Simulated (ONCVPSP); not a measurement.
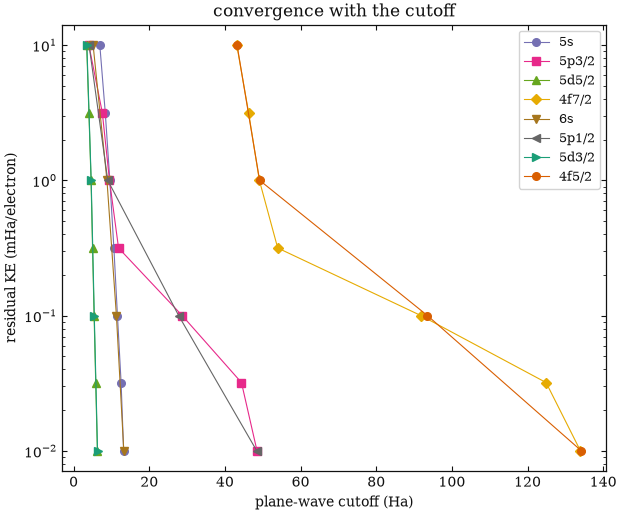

Residual kinetic energy of the pseudo-waves (the first of each channel, and further valence shells) beyond the plane-wave cutoff, as the generator prints it.

Ce, optimised norm-conserving Vanderbilt (ONCV), made with ONCVPSP 4.0.1 (PBEsol, fully relativistic). Core [Kr] 4d10, reference 4f1 5s2 5p6 5d1 6s2. Waves: 5s+6s: rc 2.50 bohr, ncon 4, nbas 7, qcut 5.7 1/bohr, 3 projectors, debl 3.6 Ha; 5p: rc 2.30 bohr, ncon 5, nbas 9, qcut 4.7 1/bohr, 2 projectors, debl 1.9 Ha; 5d: rc 4.00 bohr, ncon 3, nbas 8, qcut 3.8 1/bohr, 2 projectors, debl 1.2 Ha; 4f: rc 1.60 bohr, ncon 5, nbas 9, qcut 10.2 1/bohr, 2 projectors, debl 3.6 Ha. Local part: polynomial inside 1.50 bohr (lpopt 3, dvloc0 3 Ha). Core correction: polynomial model core, fcfact 0.4.

> Read the cutoffs for an error of 1 mHa per electron.

4f5/2: 49 Ha; 4f7/2: 49 Ha; 5s: 9.6 Ha; 5p3/2: 9.5 Ha; 5p1/2: 9.0 Ha; 6s: 8.8 Ha; 5d3/2: 4.6 Ha; 5d5/2: 4.6 Ha.

> Which cutoffs does the potential need for its occupied states?

49 Ha for 1 mHa and 94 Ha for 0.1 mHa per electron. The first is set by 4f5/2.
